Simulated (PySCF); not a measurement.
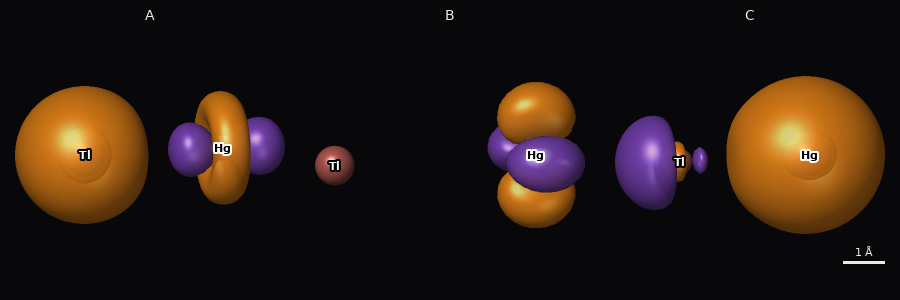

*TlHg (charge +1). Three frontier orbitals, each drawn at the value that holds 80 % of its norm (orange and purple are the two phases), in no order; of a degenerate pair one member is drawn.*

Core potentials replace the inner electrons of Tl and Hg.

Method: PySCF 2.14.0, PBE0/def2-SVP, non-relativistic Hamiltonian with scalar-relativistic core potentials where named, at a bond length of 3.289 Å.

Name the orbitals and rank them from lowest to highest energy.

Orbital B: δ, occupied, −16.51 eV; almost wholly on Hg.
Orbital A: σ, occupied, −16.17 eV; shared between the atoms (Tl 55 %, Hg 45 %).
Orbital C: σ, occupied, −12.19 eV; mainly on Hg (85 %).
